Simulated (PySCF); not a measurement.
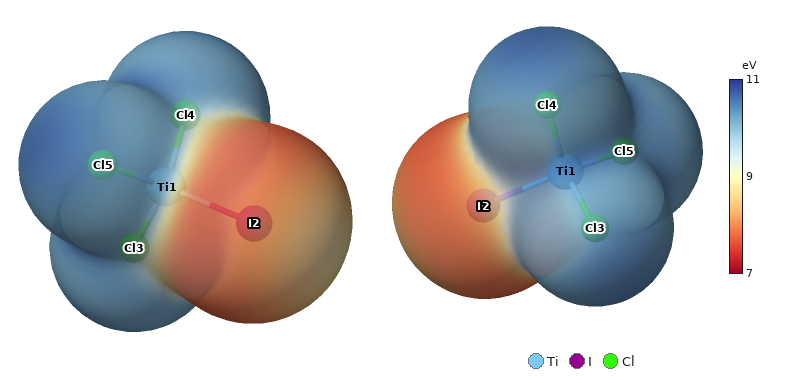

Figure. Cl3ITi. Average local ionisation energy on the surface of electron density 0.001 a.u. (back view left, front view right).

Computed with PySCF, TPSS/def2-SVP, geometry: GFN2-xTB. Core potentials replace the inner electrons of I; spin–orbit coupling isn't included. This is a single-reference result, which may miss multireference character in this system. No frequency check shows the geometry to be a minimum. GFN2-xTB bond lengths at metals and heavier atoms can be off by up to 0.1 Å and shapes distorted, which carries into these values.

The calculation's input:

```python
import numpy as np
from pyscf import gto, scf, dft
from pyscf.scf import atom_ks, atom_hf
from scipy.linalg import block_diag

def solve(mol, dm0=None, hcore=None):
    mf = (dft.UKS if mol.spin else dft.RKS)(mol, xc='tpss')
    mf.grids.level = 3
    mf = mf.density_fit(auxbasis='def2-universal-jkfit')
    mf.conv_tol, mf.max_cycle = 1e-8, 80
    if hcore is not None:
        mf.get_hcore = lambda *args: hcore
    mf.kernel(dm0)
    if not mf.converged:
        mf = mf.newton().run(mf.mo_coeff, mf.mo_occ, max_cycle=30)
    assert mf.converged, 'SCF not converged'
    return mf

mol = gto.M(atom='''
Ti    -0.79159    -0.00001     0.00001
I      1.81587     0.00000    -0.00001
Cl    -1.54560    -1.56755     1.19486
Cl    -1.54563    -0.25100    -1.95496
Cl    -1.54561     1.81855     0.76011
''', basis='def2-svp', ecp={'I': 'def2-svp'}, charge=0, spin=0, verbose=4)
mf = solve(mol)
mf.analyze()
# spherically averaged free atoms, for the promolecule
atom_ks.AtomSphAverageRKS.init_guess_by_vsap = lambda self, mol=None: self.init_guess_by_minao(mol)  # core potentials
atm = atom_ks.get_atm_nrks(mol, xc='tpss')
pro = block_diag(*[(atm[a[0]][2] * atm[a[0]][3]) @ atm[a[0]][2].T for a in mol._atom])
np.savez('result.npz', e=mf.e_tot, c=mf.mo_coeff, occ=mf.mo_occ, eps=mf.mo_energy, pro=pro, dip=mf.dip_moment(verbose=0), s2=mf.spin_square()[0])
```

Command:

```sh
OMP_NUM_THREADS=1 python input.py
```

The run took 45 s on 1 thread of Arm Neoverse V1, on a shared host, peak memory 0.48 GiB.

Partitions, critical points and surface values were worked out afterwards from this run's density.

Q: Where are the most loosely bound electrons on this surface?

A: The lowest value is 7.7 eV, 2.4 Å from I2, and at like points elsewhere. Further minima include 10.1 eV, 2.0 Å from Cl4, and at like points elsewhere. For comparison, the highest occupied orbital lies at −7.1 eV.

Q: What volume does the surface enclose, and what is the dipole moment?

A: About 163 Å³; the dipole moment is 0.1 D.
